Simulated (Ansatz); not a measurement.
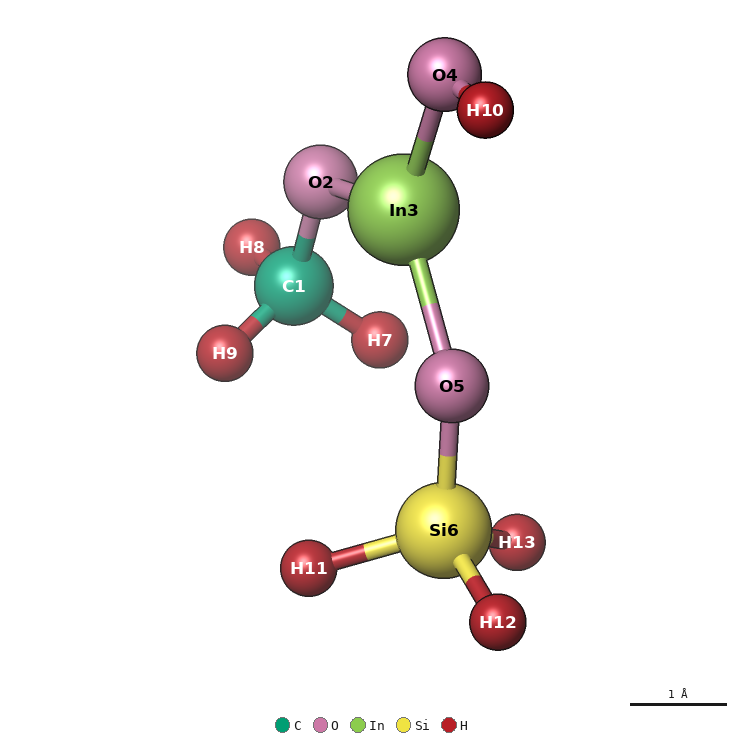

(Drawn from a calculation with Ansatz.)

Orthographic view. Depth is shown by fading: the farther an atom, the more it takes the colour of the background. The species has charge +1 and is a spin doublet. Geometry: the geometry of the neutral molecule.

Write a Z-matrix (Å, degrees) in the order of the atom numbers, with these reference atoms: 2 to 1; 3 to 2, 1; 4 to 3, 2, 1; 5 to 3, 4, 2; 6 to 5, 3, 4; 7 to 1, 2, 3; 8 to 1, 7, 2; 9 to 1, 8, 7; 10 to 4, 3, 2; 11 to 6, 5, 3; 12 to 6, 11, 5; 13 to 6, 12, 11.

```
C  
O    1   1.410
In   2   1.962   1   120.7
O    3   1.959   2   124.9   1  -179.3
O    3   1.981   4   116.0   2   179.8
Si   5   1.627   3   138.6   4   179.9
H    1   1.097   2   112.9   3   -58.8
H    1   1.094   7   107.7   2   118.7
H    1   1.097   8   107.8   7  -116.2
H    4   0.962   3   110.7   2  -179.7
H    6   1.492   5   111.6   3   -58.5
H    6   1.487  11   108.5   5   120.5
H    6   1.492  12   108.5  11  -116.3
```
